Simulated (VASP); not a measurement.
Energy against volume of MgS (rock salt). Level of theory: PBE0 hybrid, VASP's PBE PAW potentials (set 64) (plane waves; VASP).

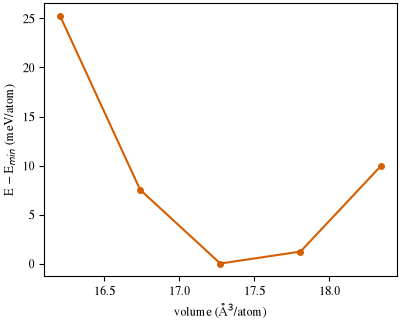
*Energy against volume*

### Question
Estimate the equilibrium volume and the bulk modulus.

### Answer
The minimum lies near 17.5 Å³/atom, and the curvature gives B0 of about 81 GPa.

Measured: bulk modulus 81.0 GPa at 0 K (computed value off by +0.1 %), a 5.188 Å at 0 K (computed value off by +0.0 %), as given by Tamar Goldzak et al., The Journal of Chemical Physics (2022), arXiv:2208.04865 [corrected for zero-point motion].

The compound is MgS in the rock salt structure. It was relaxed first. The cell's shape comes from a PBE relaxation.
